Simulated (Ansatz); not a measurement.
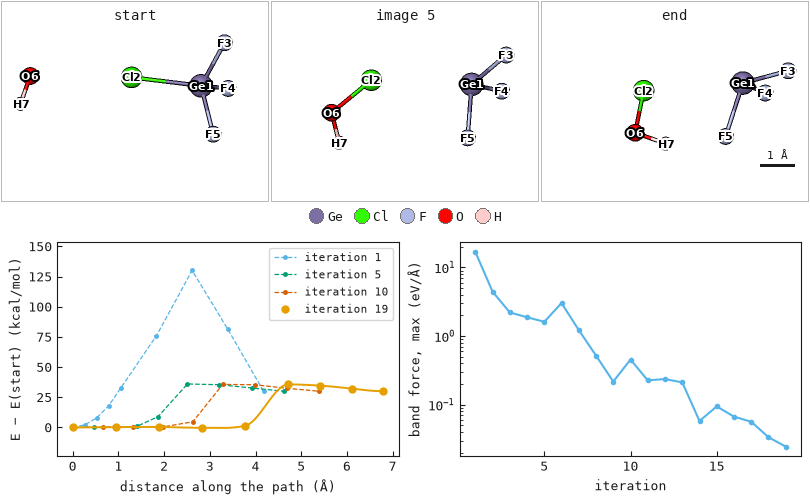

NEB run on GeHOClF$_{3}$ (multiplicity 2), made up at the start of GeClF₃ and HO. Images are numbered from 0 (start) to 8 (end). The plot follows the band through its iterations. The picture is a ball-and-stick view, seen at a tilt.

The calculation used Ansatz 0.2.0, UKS B3LYP/def2-SVP. Run with 7 movable images; climbing image; force threshold 0.03 eV/Å; iteration limit 56; starting path through a guess of the saddle point.

Judge this run.

The run is converged, with reservations. The band converged in 19 iterations. The largest component of the band force went from 17 to 0.025 eV/Å. The climbing image converged on the top of the path. Its vibrational analysis gives one imaginary mode (72i cm⁻¹), as a transition state must have. The first iteration put the highest image at 130.1 kcal/mol. The highest point, image 5, lies 35.7 kcal/mol above the start and 5.7 kcal/mol above the end; the end is at +30.0 kcal/mol relative to the start. Image 3 lies below both ends, at −0.3 kcal/mol, which points to an intermediate minimum that so few images don't resolve.

Limits of the set-up: the start holds two separate molecules, 3.0 Å apart at their closest, whose relative position is a soft coordinate and is computed without a dispersion correction.

The run took 15 min on 4 threads of Intel(R) Xeon(R) Platinum 8259CL CPU @ 2.50GHz (Skylake/Cascade Lake), with other jobs on the host, peak memory 0.58 GiB.
